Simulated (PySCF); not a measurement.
Consider C5H11CdOSi (charge +1).

The calculation's input:

```
{"job": {"kind": "inter", "xc": "PBE0", "basis": "def2-SVP", "disp": "d3bj", "pairs": false}, "charge": 1, "multiplicity": 1, "parts": [{"atoms": "0-17", "charge": -1, "multiplicity": 1}, {"atoms": "18-18", "charge": 2, "multiplicity": 1}]}
C     -1.590529    -1.358582    -0.701392
Si    -0.409926    -0.116682     0.052460
C     -1.202645     1.546713     0.333373
C      0.257445    -0.757677     1.723405
C      2.274541     0.644987    -0.253632
O      2.349614     0.601042     0.951621
C      1.154195     0.022030    -1.022584
H     -1.865561    -1.051427    -1.723257
H     -2.532672    -1.421109    -0.129710
H     -1.149952    -2.365922    -0.768645
H     -2.092112     1.472498     0.979344
H     -1.532589     1.980646    -0.623760
H     -0.499962     2.253490     0.800797
H      0.975534    -1.591500     1.715761
H      0.538754    -0.015833     2.482871
H      3.079114     1.152288    -0.837468
H      0.967188     0.551844    -1.971471
H      1.487896    -0.992932    -1.314001
Cd    -1.399605    -1.750429     2.807763
```

Launched as:

```sh
OMP_NUM_THREADS=1 python cluster_run.py task.json out
```

Geometry: PBE0-D3(BJ)/def2-SVP; core potentials replace the inner electrons of Cd.

Computed with PySCF 2.14.0, PBE0-D3(BJ)/def2-SVP, SCF density, gas phase, scalar-relativistic core potentials on the heavy atoms.

What will maps of the electron density and electron localisation function show?

Answer. C–O (1.21 Å): the density is about 3.4 e/Å³ at the midpoint; the ELF peaks at about 0.85 between the atoms (a short, multiple covalent bond).
C–C (1.49 Å): the density is about 1.8 e/Å³ at the midpoint; the ELF peaks at about 0.95 between the atoms: localised, covalent bonding.
C–Cd (2.22 Å): the density is about 0.53 e/Å³ at the midpoint; the ELF peaks at about 0.65 in the valence shell of C, 0.7 Å from its nucleus, and is about 0.25 at the midpoint.
C–H (1.12 Å): the density is about 2 e/Å³ at the midpoint; the ELF climbs to about 1 towards the hydrogen, as it does in any bond to H: a covalent bond by its length.

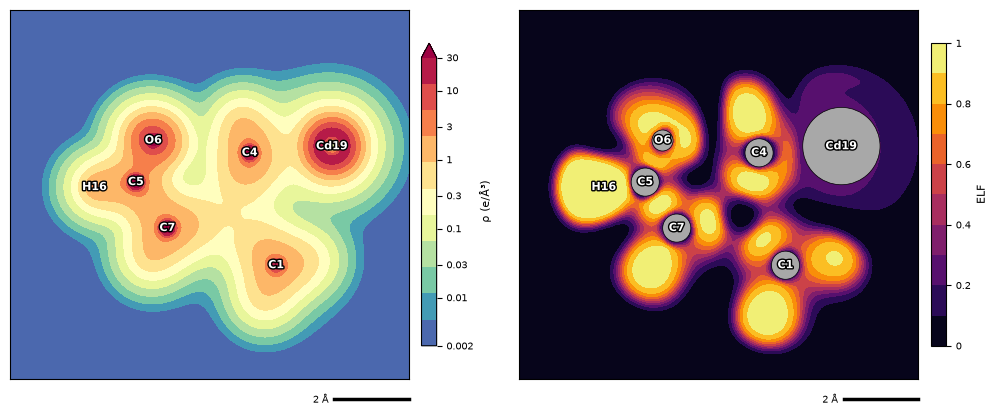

Computed electron density and electron localisation function on the plane of atoms O6, C5 and H16, in this order. Grey discs cover the atomic cores in the ELF map. 
